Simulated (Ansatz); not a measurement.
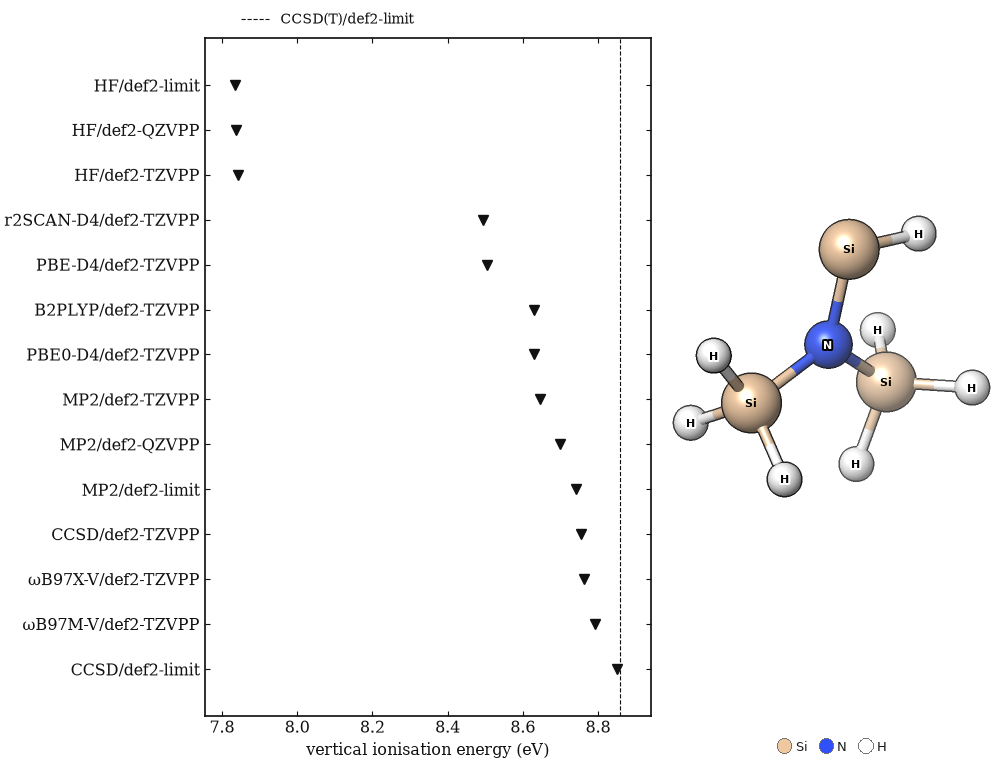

Vertical ionisation energy of Si₃NH₇, SMILES [SiH]N([SiH3])[SiH3], taken as the energy of the cation less that of the neutral at fixed geometry (unrestricted doublet cation, cores frozen in correlated methods, no spin-orbit coupling), the Ansatz code, at a PBE0-D4/def2-TZVP geometry (a minimum by its frequencies). Limit means an estimate of the basis limit from triple and quadruple zeta; for coupled cluster it is either extrapolated directly or built as the MP2 limit plus the step from MP2 in triple zeta. B2PLYP/def2-TZVPP holds a correlation term that converges slowly with the basis, so part of the distance to the limit is basis error. The distance of MP2/def2-TZVPP, MP2/def2-QZVPP and CCSD/def2-TZVPP to the limit includes basis error.

### What range do the values span, the line included?

From 7.84 eV (HF/def2-limit) to 8.86 eV (CCSD(T)/def2-limit).

### Give the values.

| level | eV | less CCSD(T)/def2-limit |
| --- | --- | --- |
| HF/def2-limit | 7.84 | −1.02 |
| HF/def2-QZVPP | 7.84 | −1.02 |
| HF/def2-TZVPP | 7.84 | −1.02 |
| r2SCAN-D4/def2-TZVPP | 8.49 | −0.37 |
| PBE-D4/def2-TZVPP | 8.50 | −0.35 |
| B2PLYP/def2-TZVPP | 8.63 | −0.23 |
| PBE0-D4/def2-TZVPP | 8.63 | −0.23 |
| MP2/def2-TZVPP | 8.65 | −0.21 |
| MP2/def2-QZVPP | 8.70 | −0.16 |
| MP2/def2-limit | 8.74 | −0.12 |
| CCSD/def2-TZVPP | 8.75 | −0.10 |
| ωB97X-V/def2-TZVPP | 8.76 | −0.10 |
| ωB97M-V/def2-TZVPP | 8.79 | −0.07 |
| CCSD/def2-limit | 8.85 | −0.01 |
| CCSD(T)/def2-limit | 8.86 | 0.00 |
